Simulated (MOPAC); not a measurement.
# C2F4O: frequency calculation (part 2 of 2)

Continued. System: C2F4O. Method: PM6-D3, closed shell, dispersion D3 (MOPAC 23.2.5). The geometry was optimised with PM6-D3.

Geometry of the input (Å):
```
F  -0.2999  -1.2291  1.3615
C  -0.1578  -0.7296  0.1520
F  -0.6037  -1.6119  -0.7172
O  1.1500  -0.1951  -0.1376
C  0.0476  0.7348  -0.1477
F  0.1082  1.6803  0.7661
F  -0.1956  1.2975  -1.3126
```

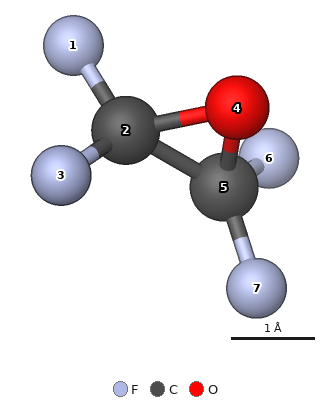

The input geometry (ball-and-stick view, seen at a tilt; atoms are numbered from 1 in the order of the input).

Log, continued:
```
           1    0.2433    0.4231    0.1914    0.3227   -0.2690   -0.2821    0.1330
           2    0.0438    0.0635    0.0024   -0.0049   -0.0076    0.0041   -0.0023
           3   -0.0406   -0.0335    0.0167    0.0091    0.0039   -0.0078    0.0008
           4    0.1394    0.1261   -0.0796   -0.3143    0.4834    0.4732   -0.3743
           5   -0.1933   -0.1749    0.1103    0.4359    0.3486    0.3412    0.5191
           6   -0.3067    0.2908   -0.4147    0.0104   -0.0000   -0.0000    0.0708
           7   -0.1184   -0.1939   -0.0627   -0.0972   -0.0922   -0.0853   -0.0398
           8   -0.2170   -0.3814   -0.1808   -0.3077   -0.2528   -0.2690   -0.1269
           9   -0.0406   -0.0335    0.0167    0.0091   -0.0039    0.0078    0.0008
          10   -0.3782    0.0049   -0.1025    0.0415    0.0000   -0.0193    0.0472
          11    0.5244   -0.0068    0.1421   -0.0576    0.0000   -0.0139   -0.0655
          12   -0.1707   -0.0316    0.6639    0.0187   -0.0000    0.0000   -0.3060
          13    0.0327   -0.1936    0.1889   -0.2704   -0.4834    0.4732    0.3051
          14   -0.0454    0.2685   -0.2619    0.3749   -0.3486    0.3412   -0.4231
          15    0.3844    0.1466   -0.2935   -0.2743    0.0000   -0.0000    0.3774
          16   -0.1382    0.2185    0.0663   -0.1093    0.1048   -0.0958    0.0456
          17   -0.1895    0.3473    0.1759   -0.2910    0.2353   -0.2543    0.1188
          18    0.0880   -0.1259   -0.0398    0.0872   -0.0780    0.0763   -0.0386
          19    0.2235   -0.3985   -0.1878    0.3106    0.2563   -0.2716   -0.1272
          20    0.0713   -0.0976   -0.0073    0.0118    0.0252   -0.0106   -0.0058
          21    0.0880   -0.1259   -0.0398    0.0872    0.0780   -0.0763   -0.0386

          DESCRIPTION OF VIBRATIONS

 VIBRATION          1    1B1         ATOM PAIR     ENERGY CONTRIBUTION    RADIAL
 FREQUENCY           173.11         C 2 -- C 5         +17.2% (140.1%)      0.0%
 TRANSITION DIPOLE   0.6182         F 1 -- F 3         +12.0% (116.9%)      0.0%
 TRAVEL (Ang.)       0.3214         F 6 -- F 7         +12.0% (116.9%)      0.0%
 REDUCED MASS        3.7704         C 2 -- O 4         +10.1% (107.1%)      0.0%
 EFFECTIVE MASS     19.9223         O 4 -- C 5         +10.1% (107.1%)      0.0%
 FORCE CONSTANT      0.0666

 VIBRATION          2    1A2         ATOM PAIR     ENERGY CONTRIBUTION    RADIAL
 FREQUENCY           173.47         F 6 -- F 7         +21.7% ( 70.6%)      0.0%
 TRANSITION DIPOLE   0.0000         F 1 -- F 3         +21.7% ( 70.6%)      0.0%
 TRAVEL (Ang.)       0.2862         C 5 -- F 7         +13.7% ( 56.1%)      0.0%
 REDUCED MASS        4.7447         C 2 -- F 3         +13.7% ( 56.1%)      0.0%
 EFFECTIVE MASS     19.0136         C 5 -- F 6         +13.7% ( 56.1%)      0.0%
 FORCE CONSTANT      0.0841         F 1 -- C 2         +13.7% ( 56.1%)      0.0%

 VIBRATION          3    1A1         ATOM PAIR     ENERGY CONTRIBUTION    RADIAL
 FREQUENCY           306.97         C 2 -- C 5         +19.8% ( 98.5%)    100.0%
 TRANSITION DIPOLE   0.3883         O 4 -- C 5         +11.0% ( 73.3%)     29.0%
 TRAVEL (Ang.)       0.2563         C 2 -- O 4         +11.0% ( 73.3%)     29.0%
 REDUCED MASS        3.3450         F 6 -- F 7          +9.8% ( 69.3%)    100.0%
 EFFECTIVE MASS     18.4196
 FORCE CONSTANT      0.1857

 VIBRATION          4    2A2         ATOM PAIR     ENERGY CONTRIBUTION    RADIAL
 FREQUENCY           406.38         C 2 -- C 5         +21.5% (142.0%)      0.0%
 TRANSITION DIPOLE   0.0000         F 1 -- F 3         +13.5% (112.9%)      0.0%
 TRAVEL (Ang.)       0.2315         F 6 -- F 7         +13.5% (112.9%)      0.0%
 REDUCED MASS        3.0948         C 2 -- O 4         +10.5% ( 99.5%)      0.0%
 EFFECTIVE MASS     18.7497         O 4 -- C 5         +10.5% ( 99.5%)      0.0%
 FORCE CONSTANT      0.3011

 VIBRATION          5    2A1         ATOM PAIR     ENERGY CONTRIBUTION    RADIAL
 FREQUENCY           410.66         C 2 -- C 5         +22.5% (100.2%)    100.0%
 TRANSITION DIPOLE   1.0742         O 4 -- C 5         +12.0% ( 73.2%)     70.7%
 TRAVEL (Ang.)       0.2570         C 2 -- O 4         +12.0% ( 73.2%)     70.7%
 REDUCED MASS        2.4857         F 1 -- C 2         +10.7% ( 69.1%)      0.0%
 EFFECTIVE MASS     16.9791         C 5 -- F 6         +10.7% ( 69.1%)      0.0%
 FORCE CONSTANT      0.2470         C 2 -- F 3         +10.7% ( 69.1%)      0.0%
                            C 5 -- F 7         +10.7% ( 69.1%)      0.0%

 VIBRATION          6    2B1         ATOM PAIR     ENERGY CONTRIBUTION    RADIAL
 FREQUENCY           430.94         O 4 -- C 5         +20.4% ( 82.6%)      0.0%
 TRANSITION DIPOLE   1.4308         C 2 -- O 4         +20.4% ( 82.6%)      0.0%
 TRAVEL (Ang.)       0.1607         C 2 -- C 5         +14.8% ( 70.2%)      0.0%
 REDUCED MASS        6.0618         F 6 -- F 7         +10.4% ( 59.0%)      0.0%
 EFFECTIVE MASS     17.1321         F 1 -- F 3         +10.4% ( 59.0%)      0.0%
 FORCE CONSTANT      0.6633

 VIBRATION          7    1B2         ATOM PAIR     ENERGY CONTRIBUTION    RADIAL
 FREQUENCY           452.47         C 2 -- O 4         +14.5% ( 75.0%)      1.9%
 TRANSITION DIPOLE   0.5116         O 4 -- C 5         +14.5% ( 75.0%)      1.9%
 TRAVEL (Ang.)       0.2196         C 2 -- C 5         +11.1% ( 65.7%)      0.0%
 REDUCED MASS        3.0903         F 6 -- F 7         +10.0% ( 62.5%)    100.0%
 EFFECTIVE MASS     17.7106         F 1 -- F 3         +10.0% ( 62.5%)    100.0%
 FORCE CONSTANT      0.3728

 VIBRATION          8    2B2         ATOM PAIR     ENERGY CONTRIBUTION    RADIAL
 FREQUENCY           524.80         C 2 -- C 5         +16.1% ( 91.5%)      0.0%
 TRANSITION DIPOLE   1.5566         C 2 -- F 3         +13.3% ( 83.0%)      0.3%
 TRAVEL (Ang.)       0.1887         C 5 -- F 6         +13.3% ( 83.0%)      0.3%
 REDUCED MASS        3.6087         C 5 -- F 7         +13.3% ( 83.0%)      0.3%
 EFFECTIVE MASS     13.6827         F 1 -- C 2         +13.3% ( 83.0%)      0.3%
 FORCE CONSTANT      0.5856         C 2 -- O 4         +13.0% ( 82.3%)      7.9%
                            O 4 -- C 5         +13.0% ( 82.3%)      7.9%

 VIBRATION          9    3B2         ATOM PAIR     ENERGY CONTRIBUTION    RADIAL
 FREQUENCY           716.62         C 2 -- O 4         +21.2% ( 82.0%)     67.2%
 TRANSITION DIPOLE   2.1690         O 4 -- C 5         +21.2% ( 82.0%)     67.2%
 TRAVEL (Ang.)       0.1525         C 2 -- C 5         +11.5% ( 60.4%)      0.0%
 REDUCED MASS        4.0456         F 1 -- C 2          +8.5% ( 51.8%)      7.8%
 EFFECTIVE MASS     15.6592
 FORCE CONSTANT      1.2241

 VIBRATION         10    3A1         ATOM PAIR     ENERGY CONTRIBUTION    RADIAL
 FREQUENCY           795.48         C 2 -- C 5         +17.1% ( 69.2%)    100.0%
 TRANSITION DIPOLE   1.3332         F 6 -- F 7         +17.1% ( 69.1%)    100.0%
 TRAVEL (Ang.)       0.1683         F 1 -- F 3         +17.1% ( 69.1%)    100.0%
 REDUCED MASS        2.9911         C 5 -- F 6          +9.1% ( 50.5%)     35.3%
 EFFECTIVE MASS     17.3374
 FORCE CONSTANT      1.1152

 VIBRATION         11    4A1         ATOM PAIR     ENERGY CONTRIBUTION    RADIAL
 FREQUENCY          1100.58         O 4 -- C 5         +28.2% ( 73.6%)     51.3%
 TRANSITION DIPOLE   2.2789         C 2 -- O 4         +28.2% ( 73.6%)     51.3%
 TRAVEL (Ang.)       0.1163         C 2 -- C 5         +12.0% ( 48.1%)    100.0%
 REDUCED MASS        4.5306         C 5 -- F 7          +6.6% ( 35.7%)     27.1%
 EFFECTIVE MASS     14.8611
 FORCE CONSTANT      3.2333

 VIBRATION         12    4B2         ATOM PAIR     ENERGY CONTRIBUTION    RADIAL
 FREQUENCY          1263.83         C 5 -- F 7         +14.9% ( 66.3%)     67.6%
 TRANSITION DIPOLE   4.4478         C 2 -- F 3         +14.9% ( 66.3%)     67.6%
 TRAVEL (Ang.)       0.1373         F 1 -- C 2         +14.9% ( 66.3%)     67.6%
 REDUCED MASS        2.8304         C 5 -- F 6         +14.9% ( 66.3%)     67.6%
 EFFECTIVE MASS     14.7789         C 2 -- C 5         +12.4% ( 60.4%)      0.0%
 FORCE CONSTANT      2.6637         C 2 -- O 4         +10.3% ( 55.2%)     50.9%
                            O 4 -- C 5         +10.3% ( 55.2%)     50.9%

 VIBRATION         13    3A2         ATOM PAIR     ENERGY CONTRIBUTION    RADIAL
 FREQUENCY          1381.45         C 2 -- C 5         +19.5% ( 72.1%)      0.0%
 TRANSITION DIPOLE   0.0000         F 1 -- C 2         +14.4% ( 61.9%)     81.7%
 TRAVEL (Ang.)       0.1193         C 2 -- F 3         +14.4% ( 61.9%)     81.7%
 REDUCED MASS        3.4285         C 5 -- F 6         +14.4% ( 61.9%)     81.7%
 EFFECTIVE MASS     13.8831         C 5 -- F 7         +14.4% ( 61.9%)     81.7%
 FORCE CONSTANT      3.8550

 VIBRATION         14    3B1         ATOM PAIR     ENERGY CONTRIBUTION    RADIAL
 FREQUENCY          1397.97         C 2 -- C 5         +18.5% ( 68.4%)      0.0%
 TRANSITION DIPOLE   3.9879         C 2 -- F 3         +14.6% ( 60.8%)     83.4%
 TRAVEL (Ang.)       0.1215         C 5 -- F 6         +14.6% ( 60.8%)     83.4%
 REDUCED MASS        3.2652         F 1 -- C 2         +14.6% ( 60.8%)     83.4%
 EFFECTIVE MASS     14.0713         C 5 -- F 7         +14.6% ( 60.8%)     83.4%
 FORCE CONSTANT      3.7597

 VIBRATION         15    5A1         ATOM PAIR     ENERGY CONTRIBUTION    RADIAL
 FREQUENCY          1627.14         C 2 -- C 5         +27.2% ( 84.2%)    100.0%
 TRANSITION DIPOLE   2.6895         C 2 -- O 4         +13.8% ( 59.9%)     92.3%
 TRAVEL (Ang.)       0.0980         O 4 -- C 5         +13.8% ( 59.9%)     92.3%
 REDUCED MASS        4.3122         F 1 -- C 2         +11.1% ( 53.8%)     48.2%
 EFFECTIVE MASS     12.8450         C 5 -- F 7         +11.1% ( 53.8%)     48.2%
 FORCE CONSTANT      6.7267         C 2 -- F 3         +11.1% ( 53.8%)     48.2%
                            C 5 -- F 6         +11.1% ( 53.8%)     48.2%

      SYMMETRY NUMBER FOR POINT-GROUP C2v =  2

          SYSTEM IS A GROUND STATE

 FC1(F)OC1(F)F
 frequencies of C2F4O

          MOLECULE IS NOT LINEAR

          THERE ARE 15 GENUINE VIBRATIONS IN THIS SYSTEM
          THIS THERMODYNAMICS CALCULATION IS LIMITED TO
          MOLECULES WHICH HAVE NO INTERNAL ROTATIONS

                    CALCULATED THERMODYNAMIC PROPERTIES
                                          *
   TEMP. (K)   PARTITION FUNCTION   H.O.F.    ENTHALPY  HEAT CAPACITY ENTROPY
                                   KCAL/MOL   CAL/MOLE    CAL/K/MOL  CAL/K/MOL

 298.00  VIB.     0.8099D+01                  2013.4610    14.4312    10.9133
         ROT.     0.9732D+05                   888.2803     2.9808    25.8054
         INT.     0.7882D+06                  2901.7413    17.4120    36.7186
         TRA.     0.1208D+28                  1480.4672     4.9680    40.1586
         TOT.                     -205.213    4382.2085    22.3801    76.8772

 298.00  VIB.     0.8099D+01                  2013.4610    14.4312    10.9133
         ROT.     0.9732D+05                   888.2803     2.9808    25.8054
         INT.     0.7882D+06                  2901.7413    17.4120    36.7186
         TRA.     0.1208D+28                  1480.4672     4.9680    40.1586
         TOT.                     -205.213    4382.2085    22.3801    76.8772

 398.00  VIB.     0.2565D+02                  3632.6703    17.8001    15.5751
         ROT.     0.1502D+06                  1186.3609     2.9808    26.6679
         INT.     0.3853D+07                  4819.0312    20.7809    42.2430
         TRA.     0.1865D+28                  1977.2682     4.9680    41.5961
         TOT.                     -202.799    6796.2994    25.7489    83.8391

   *: NOTE: HEATS OF FORMATION ARE RELATIVE TO THE
            ELEMENTS IN THEIR STANDARD STATE AT 298K
              (=  Standard Enthalpy of Formation).

            Hvib:  Zero-point energy is not included.
                   frequencies of less than zero cm-1 are not included.
            Hrot = (3/2)RT
            Htra = (3/2)RT + pV = (5/2)RT

            Heat capacity is Cp, not Cv

           FORCE CONSTANT IN CARTESIAN COORDINATES (Millidynes/A)

    ATOM   CHEMICAL       X               Y               Z
   NUMBER   SYMBOL  FORCE CONSTANT  FORCE CONSTANT  FORCE CONSTANT

      1       F        8.258438        0.888481        0.404143
      2       C       10.350553       10.958776        3.152455
      3       F        1.729642        7.417277        0.404143
      4       O        1.791733        2.473255        7.926489
      5       C        9.547140        9.413712        5.500931
      6       F        1.912572        6.478132        1.160359
      7       F        7.558111        0.832606        1.160345

 *                    *
 * JOB ENDED NORMALLY *
 *                    *

 TOTAL JOB TIME:             0.05 SECONDS

 == MOPAC DONE ==
```

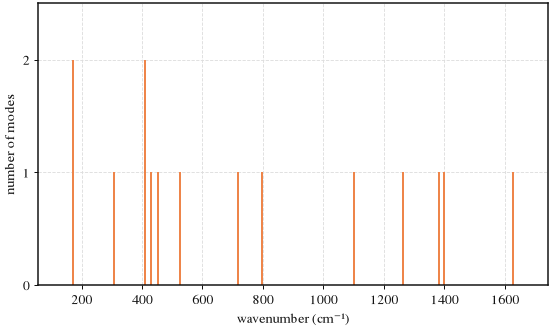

Harmonic vibrational wavenumbers from the force constants; neighbouring modes closer than 7 cm⁻¹ are counted in one stick. 15 modes from 173 to 1627 cm⁻¹, none imaginary.

Results in brief:

```csv
quantity,value
outcome,converged
heat of formation,−205.21 kcal/mol
basis functions,28
zero-point energy,0.025429 hartree
"wavenumbers, lowest and highest",173 and 1627 cm⁻¹
hardware,"1 thread of Arm Neoverse V1, 24 GiB of memory available, shared host"
peak memory,0.09 GiB
```

Notes:

MOPAC's energies along a path are heats of formation.
